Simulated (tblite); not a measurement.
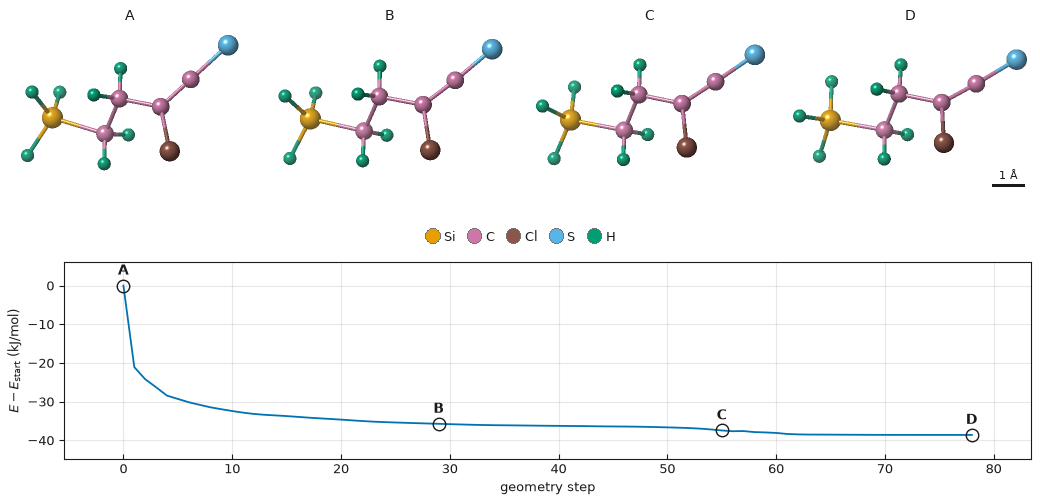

Frames of a relaxation of C4H7ClSSi, marked on the history of the run. A ball-and-stick model, seen at a tilt.

Level of theory: GFN2-xTB geometry optimisation, gas phase in tblite. 

### What happens along the run?

The atom that moves furthest after the best rigid fit is an H atom (0.86 Å). Largest moves by element: H 0.86 Å, S 0.58 Å, Cl 0.38 Å, C 0.25 Å, Si 0.11 Å. Some distances before and after: C–S 1.640 → 1.559 Å, C–C 1.455 → 1.504 Å, C–Si 1.859 → 1.905 Å, C–H 1.117 → 1.091 Å. Among the angles between lasting bonds that change: C–C–C 118.3° → 124.9°, Si–C–C 106.3° → 112.5°, C–C–H 114.2° → 108.3°. Groups turn about C–Si by about 30°. Over 78 geometry steps the energy falls by 38.6 kJ/mol. From step 0 to 29: an H atom moves most (0.29 Å), energy −35.7 kJ/mol. From step 29 to 55: an H atom moves most (0.34 Å), energy −1.71 kJ/mol. From step 55 to 78: an H atom moves most (0.32 Å), energy −1.16 kJ/mol.

```csv
step,"E − E(0), kJ/mol"
0,0.00
1,-21.07
2,-24.18
3,-26.26
4,-28.43
5,-29.29
6,-30.14
7,-30.81
8,-31.46
9,-31.95
10,-32.42
14,-33.55
17,-34.12
21,-34.83
24,-35.28
28,-35.64
31,-35.89
35,-36.10
39,-36.23
42,-36.31
46,-36.43
49,-36.57
53,-36.97
57,-37.60
60,-38.08
64,-38.51
67,-38.55
71,-38.58
74,-38.59
78,-38.60
```
